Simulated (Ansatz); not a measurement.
# A computed series for ZnAu: pressure series

Take ZnAu in the CsCl type structure (space group Pm-3m, No. 221) as the base.

```cif
data_AuZn
_chemical_formula_sum 'Zn1 Au1'
_space_group_name_H-M_alt 'P 1'
_space_group_IT_number 1
_cell_length_a 3.18677
_cell_length_b 3.18677
_cell_length_c 3.18677
_cell_angle_alpha 90.000
_cell_angle_beta 90.000
_cell_angle_gamma 90.000
loop_
_space_group_symop_operation_xyz
  'x, y, z'
loop_
_atom_site_label
_atom_site_type_symbol
_atom_site_fract_x
_atom_site_fract_y
_atom_site_fract_z
_atom_site_occupancy
Zn1 Zn 0.50000 0.50000 0.50000 1
Au1 Au 0.00000 0.00000 0.00000 1
```

Cell and atoms are relaxed at each pressure.

Computed with DFT with PBE, PAW potentials and a 420 eV plane-wave cutoff in Ansatz (an electronic-structure program), no spin-orbit coupling.

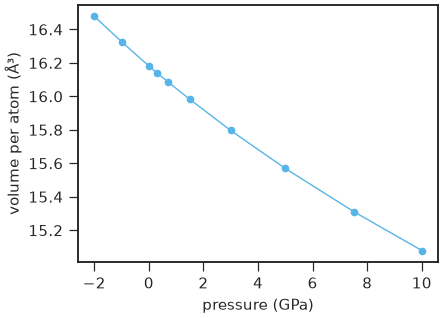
Figure. Volume per atom against pressure

Question: From the plot, what is the volume per atom for pressure −2 GPa?

Answer: About 16.5 Å³.

Question: Is the trend monotonic over the range shown?

Answer: Yes, it falls throughout, spanning 15.08 Å³ to 16.48 Å³.

Load acts through the strain it causes; cell and atoms are relaxed under it. Stability against distortions was not tested. No other phases were tried under pressure.
